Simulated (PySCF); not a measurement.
**SiB (quartet): density, localisation and related maps**

```xyz
2

Si    0.0000    0.0000   -0.5394
B     0.0000    0.0000    1.3706
```

Theory: PBE0/def2-TZVPP, non-relativistic Hamiltonian with scalar-relativistic core potentials where named, at a bond length of 1.910 Å in PySCF 2.14.0.

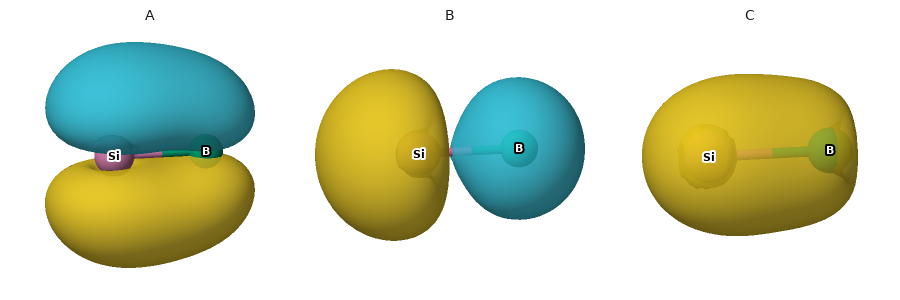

Figure 1. Three frontier β-spin orbitals, each drawn at the value that holds 80 % of its norm (yellow and cyan are the two phases), in no order; of a degenerate pair one member is drawn.

> Label each orbital by symmetry, say whether it is occupied, and order them by energy.

Orbital C: σ, occupied in this spin, −13.26 eV; shared between the atoms (Si 60 %, B 40 %).
Orbital B: σ, occupied in this spin, −8.04 eV; shared between the atoms (Si 70 %, B 30 %).
Orbital A: π, empty in this spin, −3.27 eV; bonding, with no node between the atoms.

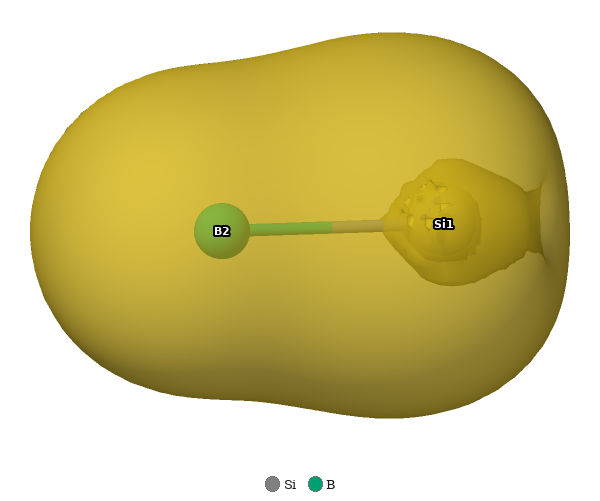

Figure 2. Isosurfaces of the spin density at +0.03 (yellow) and −0.03 e/Å³ (cyan), seen from one side.

> Describe the spin distribution.

The unpaired spin (3 electrons) lies mostly on B2 (about 1.6) and Si1 (about 1.4), in electrons by Hirshfeld's partition. Only one sign reaches the isovalue.

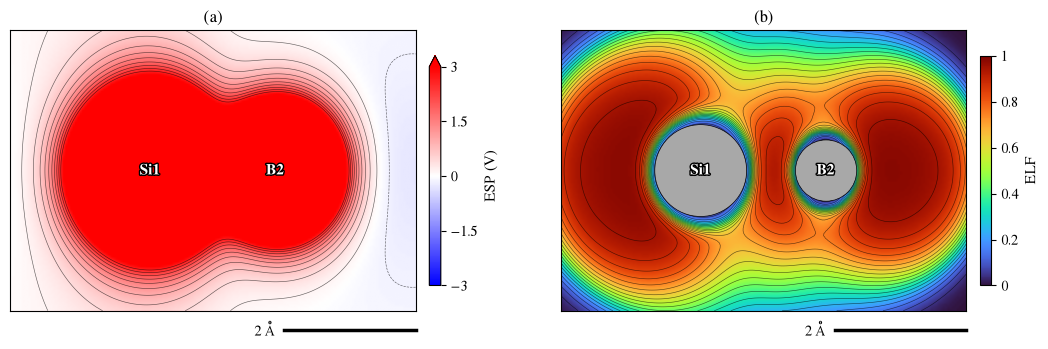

Figure 3. (a) molecular electrostatic potential; (b) electron localisation function on a plane that holds the molecular axis. Grey discs cover the atomic cores in the ELF map.

> What do the fields say about this system?

Atoms in the plane: Si and B. Si–B (1.91 Å): the ELF peaks at about 0.95 between the atoms; a covalent bond. The ELF also peaks beside Si1 and B2, away from the bonds: non-bonding electrons, paired or unpaired. The potential has no marked negative region in this plane.
